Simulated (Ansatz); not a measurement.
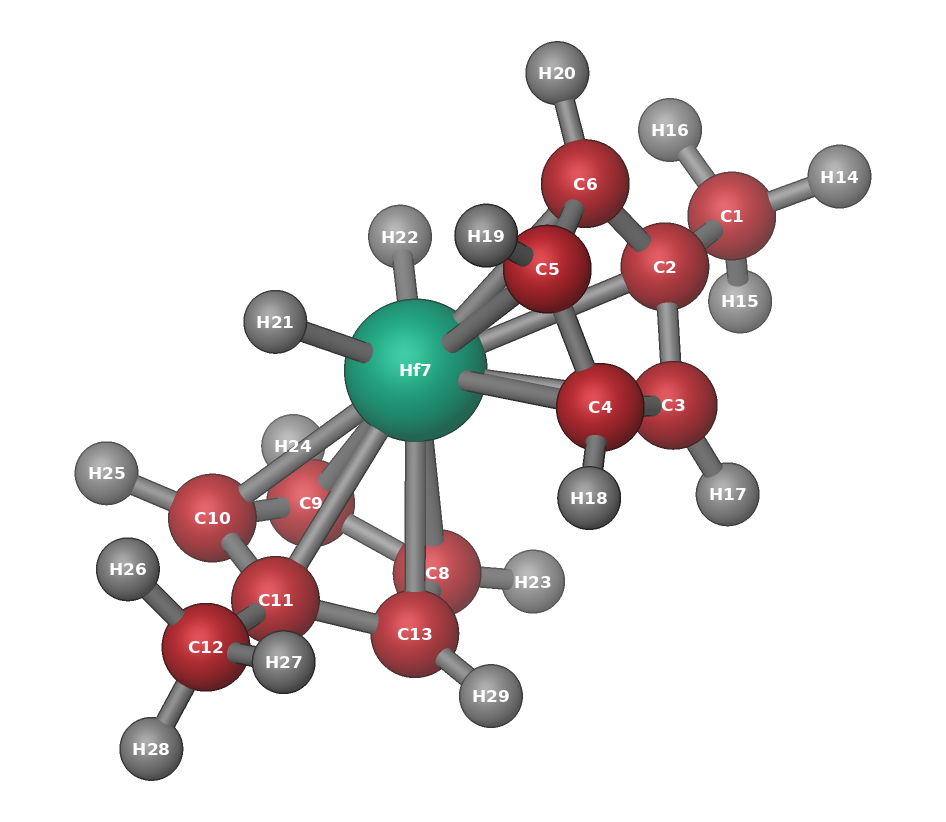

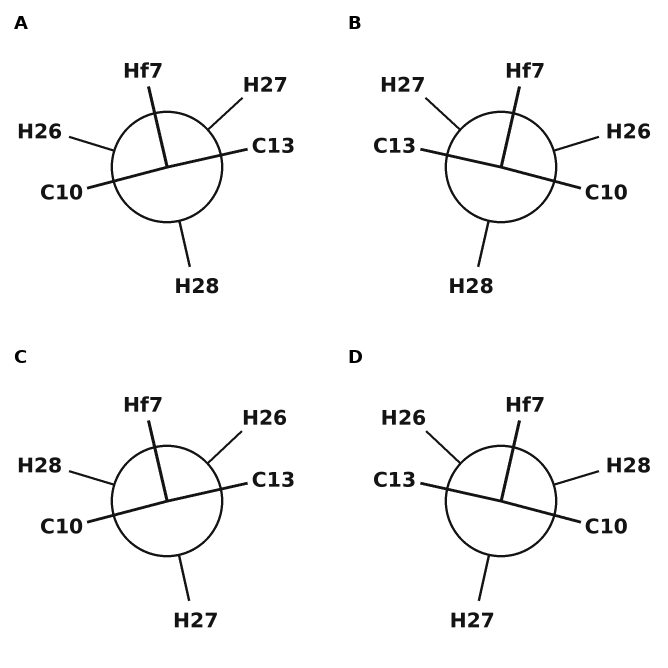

Distant atoms are faded towards the background colour. Bonds that would overlap in a projection are set slightly apart. Charge 0, singlet. Computed geometry: PBE0-D4/def2-TZVP optimisation. No frequency run is at hand to confirm it as a minimum.

Which Newman projection shows the view along C11–C12, with C11 in front?

B. The torsion angle Hf7–C11–C12–H26 is 60°, synclinal (gauche).
